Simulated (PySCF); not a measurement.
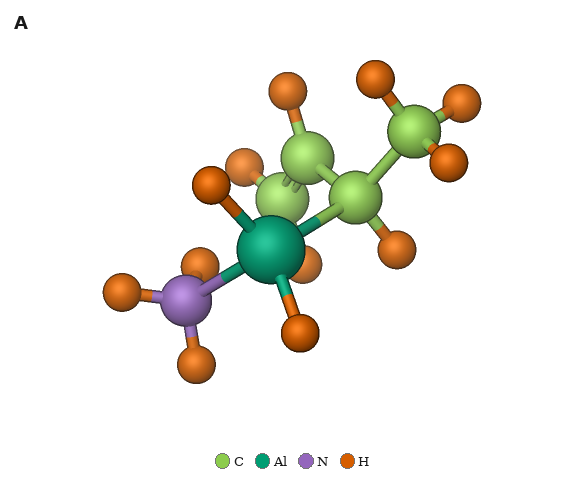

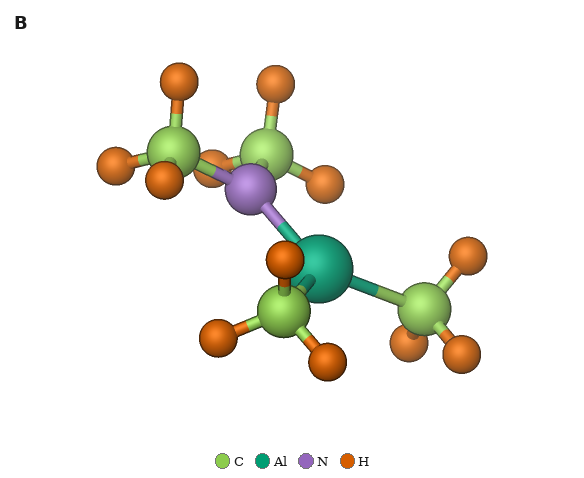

2 stationary structures of one formula. Geometries: GFN2-xTB. Electronic energies: PBE0/pcSseg-1 (PySCF 2.14.0), without zero-point energy. No frequency run is at hand to confirm each as a minimum. Each is one conformer, not always the lowest.

> Are they conformers, stereoisomers or constitutional isomers?

They are constitutional isomers of C4H12AlN: A `C=C[C@@H](C)[AlH2-][NH3+]`, B `C[N](C)[Al]([CH3])[CH3]`.

> Rank them by energy, lowest first.

B is lowest; A lies 1.010 eV above it.

The geometry is semi-empirical. Around Al such bond lengths and angles can be off by a tenth of an ångström or more and by several degrees, and values that hang on the shape move with them.
